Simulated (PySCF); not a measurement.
# H₄OSi, SMILES `O[SiH3]`: electronic structure

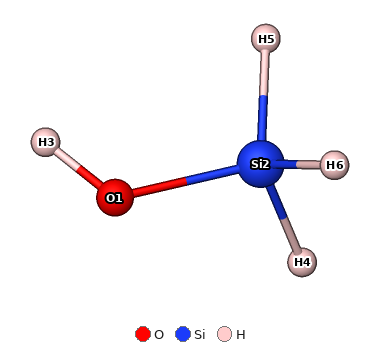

The molecule, with its atoms numbered as below. No frequency check shows the geometry to be a minimum.

Geometry (Å), atoms numbered from 1:

```
O1      -1.0895   -0.1134   -0.0011
Si2      0.5324    0.0112    0.0000
H3      -1.6683    0.6415    0.0047
H4       1.0041   -0.6299   -1.2224
H5       0.9246    1.4215    0.0298
H6       1.0019   -0.6826    1.1959
```

### 1. Bonding charge

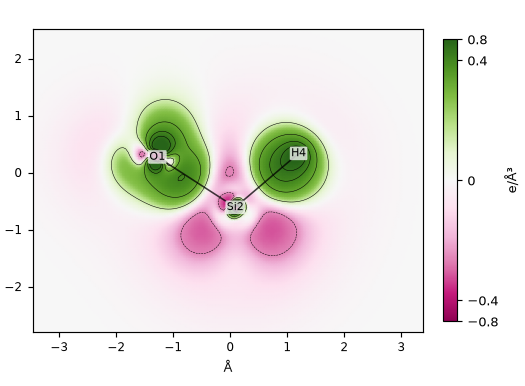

Deformation density (molecule less spherical, spin-averaged free atoms) in the plane of O1, Si2 and H4; colour scale in e/Å³, logarithmic beyond ±0.1; green: gain, pink: loss.

Method: CAM-B3LYP/6-311+G**; geometry: GFN2-xTB; program: PySCF.

Question: How much density has each bond in this plane gained at its critical point, relative to the free atoms?

Answer: Si2–H4: +0.23 e/Å³ at the bond critical point (bond length 1.46 Å). O1–Si2: +0.07 e/Å³ at the bond critical point (bond length 1.63 Å); up to 0.6 Å beside the axis the gain reaches +0.40 e/Å³. In all, 1.5 electrons gather in the regions of gain relative to the promolecule. A small or negative value marks a very polar bond, one between electron-rich atoms, whose free-atom densities already overlap strongly, a long bond to a heavier atom, or a closed-shell contact such as a hydrogen bond.

Question: Where do the Hirshfeld charges lie?

Answer: The highest Hirshfeld charge is on Si2 (+0.42 e), the lowest on O1 (−0.34 e).

### 2. Bond critical points

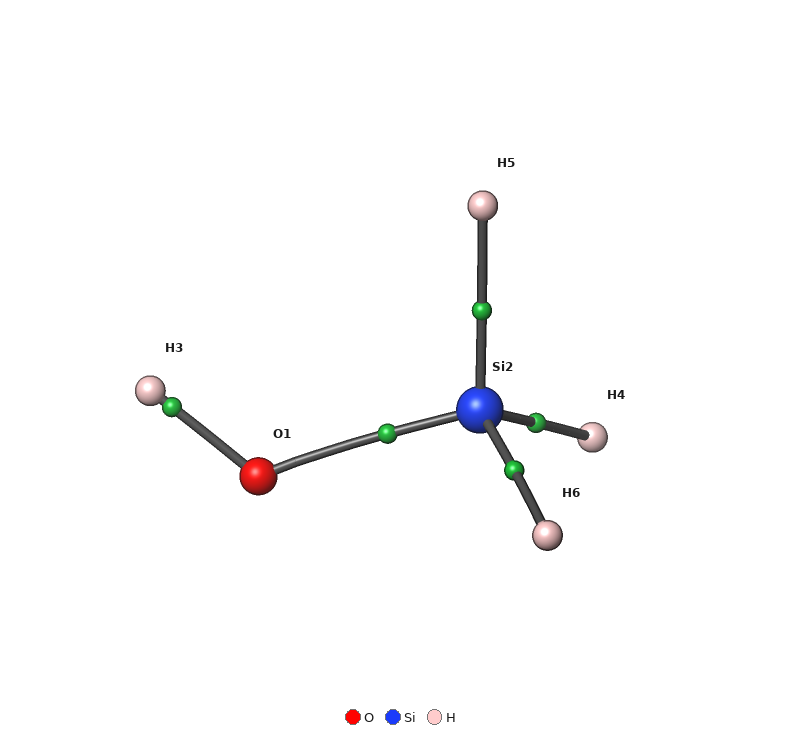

Molecular graph of the electron density (QTAIM): bond paths, bond critical points (green), ring points (magenta, if any); weak paths are dashed.

Question: How many critical points of each kind are there, and does the count close?

Answer: 6 nuclei, 5 bond, 0 ring and 0 cage critical points: 6 − 5 + 0 − 0 = 1, as the Poincaré–Hopf relation requires.

Question: Tabulate density, Laplacian, ellipticity and energy density at the bond critical points (atomic units).

Answer:
| bond | length (Å) | ρ (a.u.) | ∇²ρ (a.u.) | ε | H (a.u.) |
| --- | --- | --- | --- | --- | --- |
| O1–H3 | 0.951 | 0.366 | −2.57 | 0.01 | −0.716 |
| O1–Si2 | 1.627 | 0.137 | +0.98 | 0.07 | −0.039 |
| Si2–H4 (2 alike) | 1.459 | 0.126 | +0.25 | 0.03 | −0.080 |
| Si2–H5 | 1.464 | 0.124 | +0.25 | 0.02 | −0.078 |

Question: What kind of interaction is O1–Si2?

Answer: Polar or intermediate (positive Laplacian, negative energy density H): ρ = 0.137, ∇²ρ = +0.98, H = −0.039 a.u.

### 3. Local ionisation energy

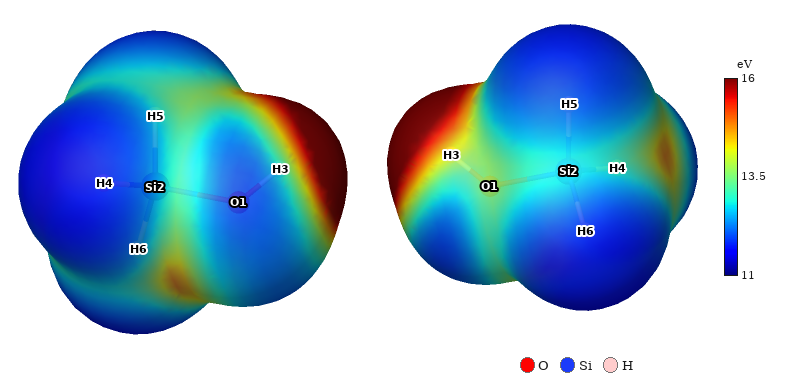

Average local ionisation energy on the surface of electron density 0.001 a.u. (back view left, front view right).

Question: Where are the most loosely bound electrons on this surface?

Answer: The lowest value is 11.6 eV, 1.5 Å from H6, and at like points elsewhere. Further minima include 11.9 eV, 1.9 Å from O1, and at like points elsewhere. For comparison, the highest occupied orbital lies at −10.1 eV.

Question: What volume does the surface enclose, and what is the dipole moment?

Answer: About 71 Å³; the dipole moment is 1.5 D.

### 4. Excited states

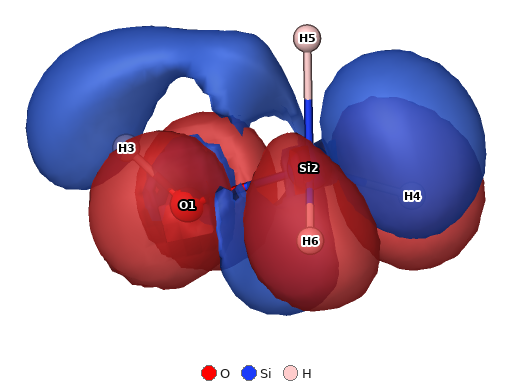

Unrelaxed difference density of T₁ less the ground state (TDA triplet states), ±0.015 e/Å³; blue: gain, red: loss.

PySCF calculation, ωB97X/aug-cc-pVDZ, gas phase; geometry: GFN2-xTB.

Question: How does the charge move on excitation?

Answer: 0.78 e is displaced in all, of which about 0.5 e passes between atoms: O1 (0.34 e) and H4 and H6 (0.07 e each) lose electrons and Si2 (0.24 e) and H3 (0.17 e) gain them. The state: 6.98 eV (178 nm), spin-forbidden from the singlet ground state, partly diffuse acceptor orbital; the leading pair carries 97 %; hole on O1 (49 %), Si2 (20 %) and H4 and H6 (13 % each), electron on Si2 (44 %), H3 (21 %) and O1 (15 %) (atom shares of so diffuse an orbital are rough); their centroids lie 0.6 Å apart.

### 5. Removing or adding an electron

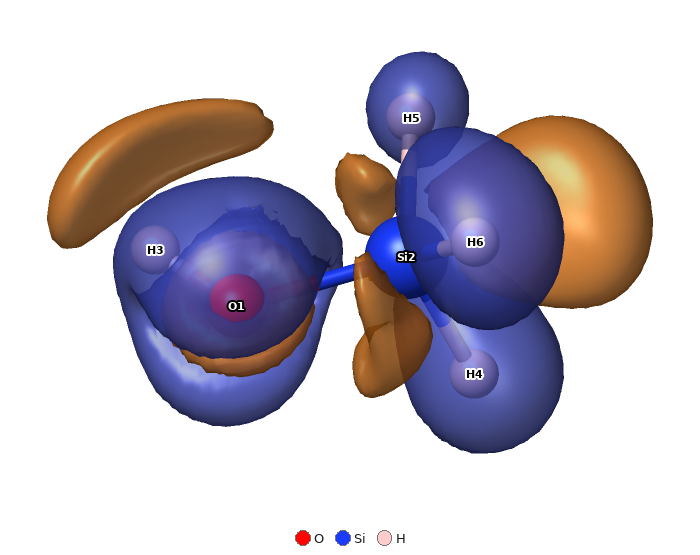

Dual descriptor f⁺ − f⁻ at ±0.02 e/Å³ (orange positive, blue negative).

Computed with PySCF, PBE0/def2-TZVP, geometry: GFN2-xTB.

Question: Which atoms come out as electrophilic, and which as nucleophilic?

Answer: Electrophilic (positive): Si2 (+0.19) and H3 (+0.13). Nucleophilic (negative): O1 (−0.17) and H4 and H6 (−0.08). f⁻ (Hirshfeld-condensed) is largest on O1 (0.28), Si2 (0.23) and H4 and H6 (0.17 each); the vertical ionisation energy is 11.16 eV. f⁺ (Hirshfeld-condensed) is largest on Si2 (0.41); the vertical electron affinity is −1.77 eV (the stability of the anion's solution wasn't checked; negative, but this basis has no diffuse functions, so it doesn't show that the anion is unbound).

### 6. Localised orbitals

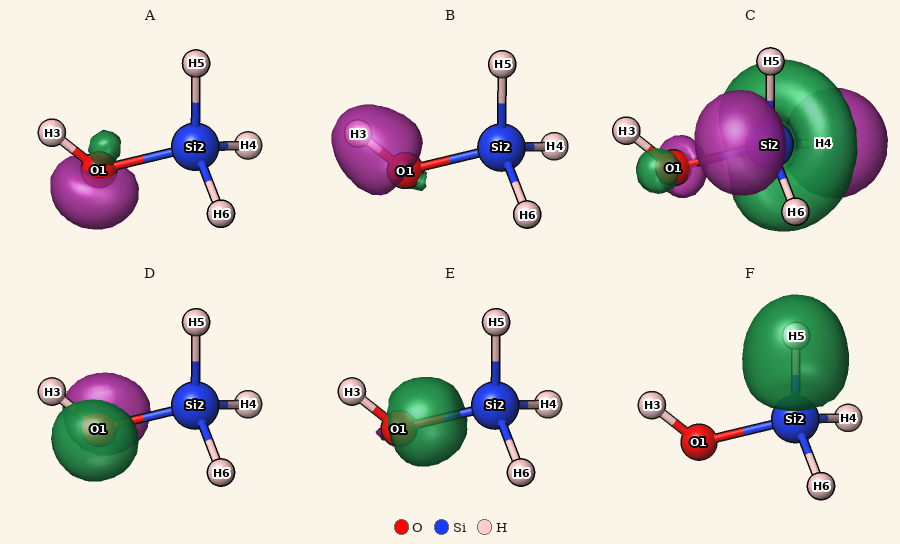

Intrinsic bond orbitals (IBO), occupied and valence-virtual; each surface holds about 70 % of the orbital's density. Energies are diagonal elements of the Fock matrix.

Level of theory: TPSSh/def2-SVP (PySCF), at a geometry from GFN2-xTB.

Question: Identify each orbital.

Answer: By panel:
- A: lone pair on O1 (sp2.6-type) (O1 98 %; −11.1 eV)
- B: σ bond O1–H3 (O1 68 %, H3 32 %; −19.5 eV)
- C: σ* orbital Si2–H4 (Si2 55 %, H4 41 %; 6.1 eV)
- D: lone pair on O1 (p-type) (O1 96 %; −8.4 eV)
- E: σ bond O1–Si2 (O1 78 %, Si2 22 %; −18.5 eV)
- F: σ bond H5–Si2 (H5 57 %, Si2 43 %; −10.7 eV)

Question: How do all the valence pairs divide up?

Answer: 7 pairs: 5 σ bonds and 2 lone pairs.

### 7. Stretching a bond

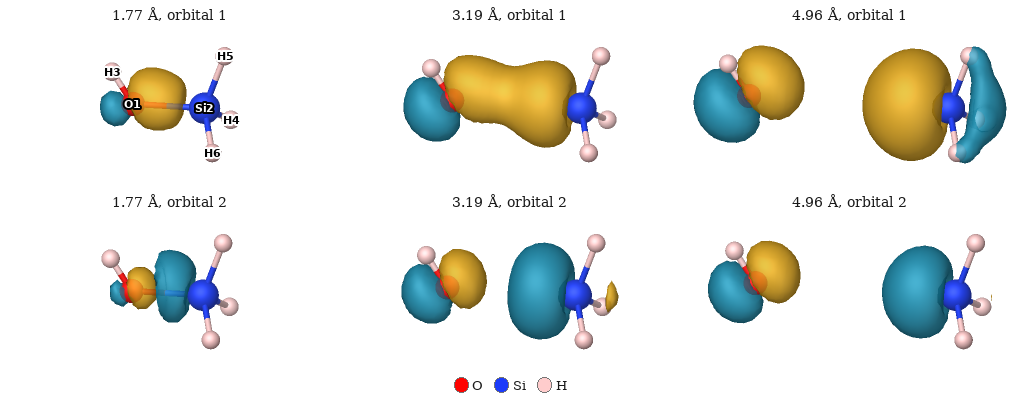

Rigid stretch of the O1–Si2 bond. The two CASSCF(2,2) natural orbitals nearest half filling (orbital 1 the more occupied).

Computed with PySCF, def2-SVPD basis, geometry: GFN2-xTB.

Question: How do the occupations change along the stretch?

Answer: 1.77 Å: 1.98 and 0.02; 3.19 Å: 1.47 and 0.53; 4.96 Å: 1.04 and 0.96. At the longest distance computed (4.96 Å) they are 1.04 and 0.96, and the effective number of unpaired electrons is 2.0.

Question: Where does the UHF solution part from RHF?

Answer: Between 2.12 Å (⟨S²⟩ = 0, the two coincide) and 2.39 Å (⟨S²⟩ = 0.04); at 4.96 Å ⟨S²⟩ is 1.01 and UHF lies 4.8 eV below RHF.

The PySCF runs shown took 3.7 s, 40 s, 36 s, 3.7 s and 46 s on 1 thread of Intel(R) Xeon(R) 6975P-C (Granite Rapids) (shared host).
